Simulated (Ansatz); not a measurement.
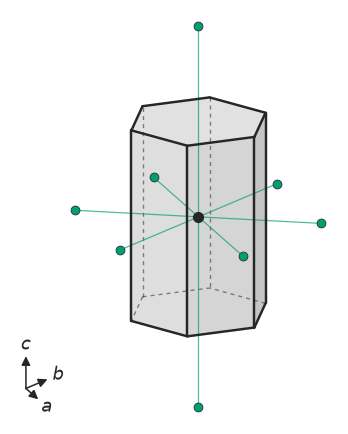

The Wigner–Seitz cell of the crystal's lattice, with lines to the lattice points that define its faces. Crystal: GaN, a calculation's input that goes back to an entry of the Crystallography Open Database (an earlier step may have relaxed or displaced it). All values are computed from the atomic coordinates in the standard setting (tolerance 0.002 Å).

a = 3.183 Å, b = 3.183 Å, c = 5.184 Å, α = 90.00°, β = 90.00°, γ = 120.00°; space group P6₃mc (No. 186).

What is the cell's combinatorial type?

Answer. A hexagonal prism: 8 faces (6 with 4 edges, 2 with 6 edges), 18 edges, 12 vertices. Its volume is that of the primitive cell, 45.5 Å³.

Which lattice vectors do the faces bisect?

Answer.
```tsv
example	length (Å)	faces	edges of each	area (Å²)
a + b	3.18	6	4	9.5
c	5.18	2	6	8.8
```
